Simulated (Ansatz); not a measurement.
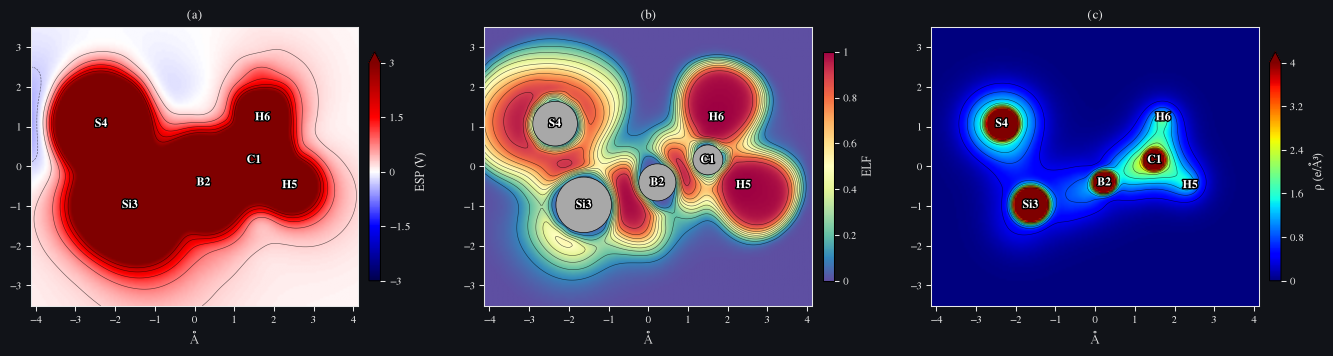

Figure 1: CH₅BSSi. (a) electrostatic potential; (b) ELF; (c) electron density on the plane of atoms B2, Si3 and S4. Grey discs cover the atomic cores in the ELF map.

Theory: UKS LDA/def2-SVP (Ansatz).

The calculation's input:

```
crystal:
  periodic: [false, false, false]
  atoms:
    - { symbol: C, position_ang: [-2.00188, 0.50603, -0.07212] }
    - { symbol: B, position_ang: [-0.74447, 0.08982, 0.32794] }
    - { symbol: Si, position_ang: [1.0546, -0.4854, 0.68831] }
    - { symbol: S, position_ang: [1.90349, -0.65585, -1.32178] }
    - { symbol: H, position_ang: [-2.78203, 0.84078, 0.59488] }
    - { symbol: H, position_ang: [-2.34169, 0.53397, -1.09695] }
    - { symbol: H, position_ang: [1.32456, -1.83277, 1.19335] }
    - { symbol: H, position_ang: [1.9664, 0.42462, 1.39736] }
    - { symbol: H, position_ang: [1.62102, 0.57881, -1.71099] }
magnetization:
  spin_polarized: true
basis:
  gaussian: { orbitals: def2-SVP }
hamiltonian:
  xc: lda
relax:
  f_tol: 0.02
  max_steps: 50
output:
  orbitals: {}
```

Command:

```sh
ansatz run input.yaml --threads 2 --pin off --max-ram 3072MiB --backend cpu --events-out ev --progress --plain --runs-dir out
```

The fields are those of the relaxed geometry.

**Read the bonding off the picture.**

- The plane passes through C, B, Si, S and H nuclei.
- C–B (1.39 Å): ρ is about 1.8 e/Å³ halfway; the ELF peaks at about 0.95 between the atoms: localised, covalent bonding.
- Si–B (1.94 Å): the density is about 0.82 e/Å³ at the midpoint; the ELF peaks at about 1 between the atoms: a shared electron pair.
- Si–S (2.17 Å): ρ is about 0.75 e/Å³ halfway; the ELF peaks at about 0.90 between the atoms (localised, covalent bonding).
- C–H (1.10 Å): the density is about 1.8 e/Å³ at the midpoint; the ELF climbs to about 1 towards the hydrogen, as it does in any bond to H; a covalent bond by its length.
- The ELF also peaks beside S4, away from the bonds: lone-pair regions.
- Outside the dense part of the molecule the potential is most negative (−0.5 V) near S4.
